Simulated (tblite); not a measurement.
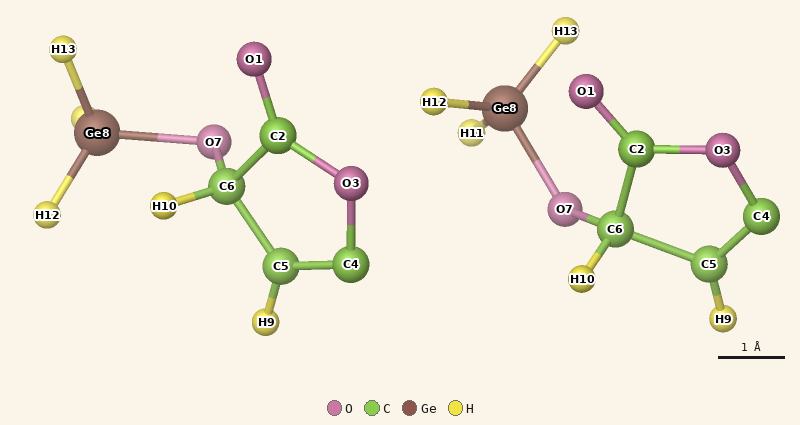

Two geometries of C4H5GeO3 (multiplicity 2), drawn at one scale. One is the start of a relaxation, the other its converged end. The picture is a ball-and-stick view, seen from a free direction.

Level of theory: GFN2-xTB geometry optimisation, gas phase in tblite 0.8.0. 

Which geometry has the lower energy?

Answer. The right one is the relaxed one. H12 moves most after the best rigid fit: 1.89 Å. By element the largest moves are H 1.89 Å, O 1.27 Å, C 0.76 Å, Ge 0.43 Å. Near-neighbour distances that change, for instance: O1–Ge8 3.900 → 2.787 Å, C2–Ge8 3.705 → 3.037 Å, O1–C2 1.276 → 1.197 Å, C5–C6 1.470 → 1.544 Å. Bond angles that change, for instance: C6–O7–Ge8 108.7° → 125.3°, O7–Ge8–H11 107.3° → 94.8°, O3–C4–C5 108.1° → 116.3°. Groups turn about C6–O7 by about 105°, O7–Ge8 by about 25°. Over 117 geometry steps the energy falls by 1.075 eV.
